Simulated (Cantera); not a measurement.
A closed system holds: 1 mol (CH3)2SiCl2, 4.2 mol HCl, 4.5 mol H2, equilibrated at 7.50 Torr.

Cantera equilibrium calculation (NASA polynomials, part measured and part estimated; ideal gas, pure solids and liquids). Candidate condensed phases: C, C6H6, C7H8, C8H18, Si, SiC; 109 gas species. The feed counts by its element totals alone. The tables' values for SiCl3, SiCl are old estimates; treat these amounts as uncertain. The numbers say what is thermodynamically allowed, not how fast it happens.

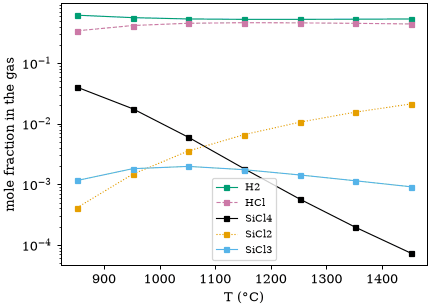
Fig. 1. Equilibrium gas composition (values under 1e-9 drawn at 1e-9)

From 852 °C to 1452 °C the condensed part is C(graphite) + SiC(s). The main Si-bearing gas is SiCl4 at 852 °C and SiCl2 at 1452 °C. The share of Si in condensed phases is highest at 1152 °C (86.9 %) and lowest at 852 °C (47.8 %).
